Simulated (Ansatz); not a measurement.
The end point of a relaxation of CdS. Level of theory: PBE (plane waves to 420 eV, PAW, scalar-relativistic; Ansatz, a program for electronic structure).

P6₃mc (No. 186), hP4, wurtzite type; a = b = 4.196 Å, c = 6.831 Å, α = β = 90.00°, γ = 120.00°.

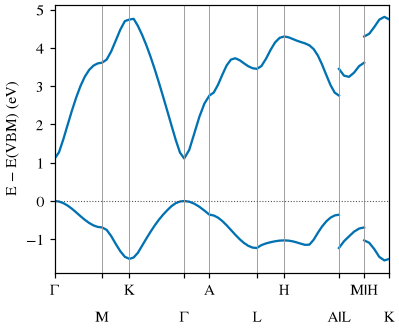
Highest filled and lowest empty band along the path of this cell's Brillouin zone

Task: Read off the gap and say whether it is direct.

Result: 1.11 eV, direct at Γ (no spin-orbit coupling).

Task: How far does the top valence band disperse along this path?

Result: About 1.6 eV.

No spin polarisation in the result.

Measured for CdS: a 4.136 Å (as listed in Ankan Biswas, S.R. Meher, Deepak K. Kaushik, Journal of Physics Conference Series (2022)); c 6.714 Å (as listed in Ankan Biswas, S.R. Meher, Deepak K. Kaushik, Journal of Physics Conference Series (2022)). Computed minus measured — a: PBE +1.4 %; c: PBE +1.7 %. The computed values are for a static lattice.

The run could not lose the symmetry of its start; a randomly shaken copy of 4 atoms returns to this structure.
